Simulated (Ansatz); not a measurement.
Input

```
crystal:
  periodic: [false, false, false]
  atoms:
    - {symbol: Si, position_ang: [-0.578908, 1.034552, 0.000365]}
    - {symbol: H, position_ang: [0.544366, -3.288825, -0.009723]}
    - {symbol: F, position_ang: [-0.628691, 1.940935, -1.297370]}
    - {symbol: F, position_ang: [-0.618483, 2.040229, 1.223166]}
    - {symbol: H, position_ang: [-1.737759, 0.143320, 0.040288]}
    - {symbol: H, position_ang: [0.629804, -2.546700, 0.003811]}
    - {symbol: O, position_ang: [0.761496, 0.133846, 0.030393]}
    - {symbol: H, position_ang: [1.628174, 0.542545, 0.008970]}
basis:
  gaussian: {orbitals: def2-TZVPP}
hamiltonian: {xc: pbe0, dispersion: d4}
output: {orbitals: {seedname: orbitals}}
```

Command:

```sh
ansatz run in.yaml --threads 4 --pin off --events-out ev --progress --plain --max-ram 9574MiB
```

The product side of a reaction path; geometry: PBE0-D4/def2-TZVP.

Method: RKS PBE0-D4/def2-TZVPP (Ansatz 0.2.0).

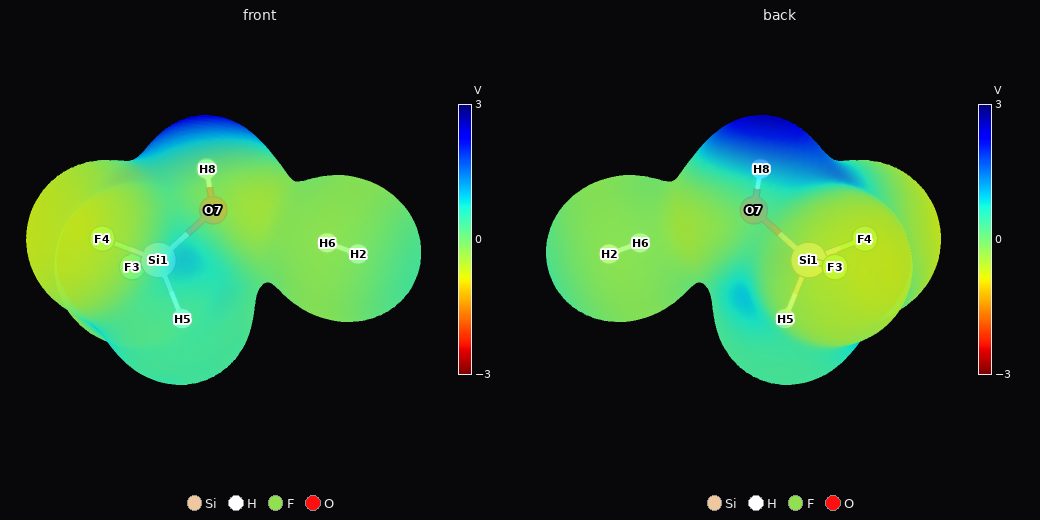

F2H2OSi···H2. The electrostatic potential painted on the density surface at 0.001 e/bohr³, seen from the front and from behind; red is negative and blue positive.

> Describe the electrostatic potential map.

The most negative region (about −0.7 V) lies over F3 and F4, the most positive (about +2.5 V) over H8.
